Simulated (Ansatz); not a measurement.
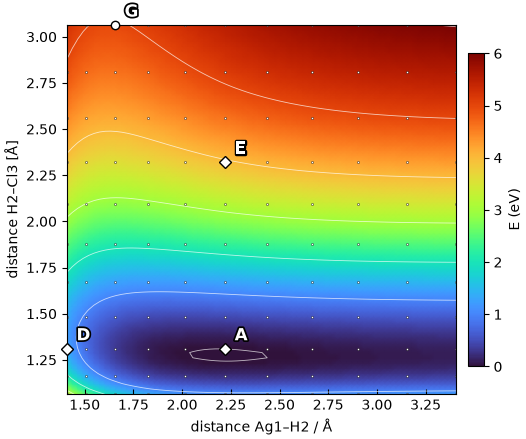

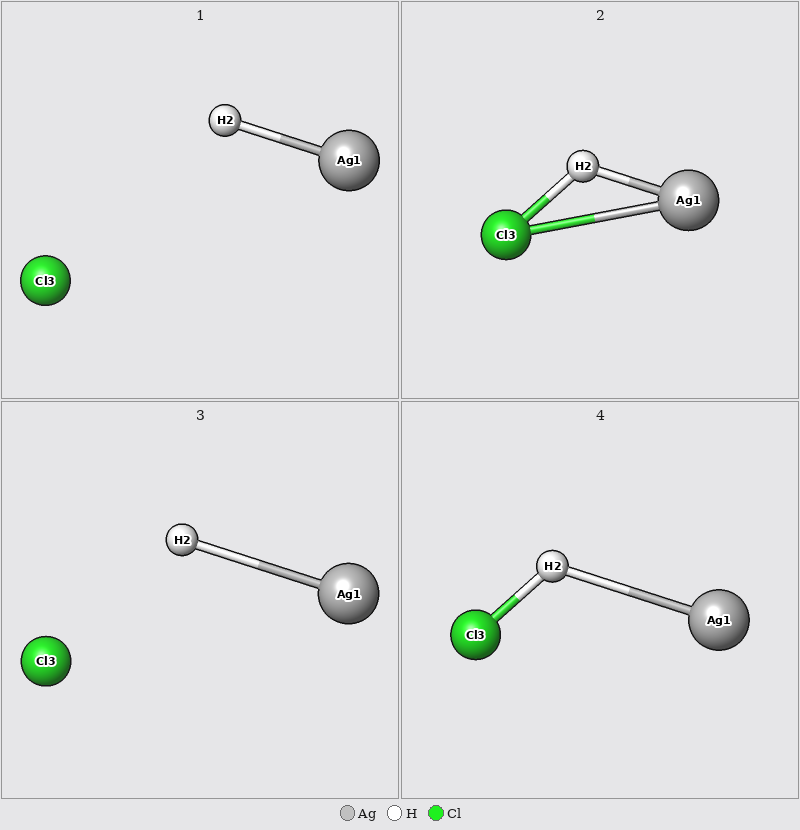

The system Ag⁺ + HCl. First axis: distance Ag1–H2. Second axis: distance H2–Cl3. Nothing is relaxed (the angle Ag1–H2–Cl3 is fixed at 120 degrees). The grid has 11 × 11 points. Energies: eV, counted from the lowest grid point. The reference is spin-restricted, so regions where a bond is pulled apart into radicals lie too high. The calculation used RKS PBE0-D4/def2-TZVPD in Ansatz.

The picture shows a smooth colour map with a few white contour lines, dots at the grid points, lettered points. Between grid points the surface is interpolated. The numbered pictures are the structures at these points, in random order.

### Which structure belongs to which point?

A is structure 4: distance Ag1–H2 = 2.220 Å, distance H2–Cl3 = 1.311 Å, 0.00 eV; D is structure 2: distance Ag1–H2 = 1.408 Å, distance H2–Cl3 = 1.311 Å, 1.34 eV; E is structure 3: distance Ag1–H2 = 2.220 Å, distance H2–Cl3 = 2.322 Å, 3.96 eV; G is structure 1: distance Ag1–H2 = 1.655 Å, distance H2–Cl3 = 3.064 Å, 4.96 eV.
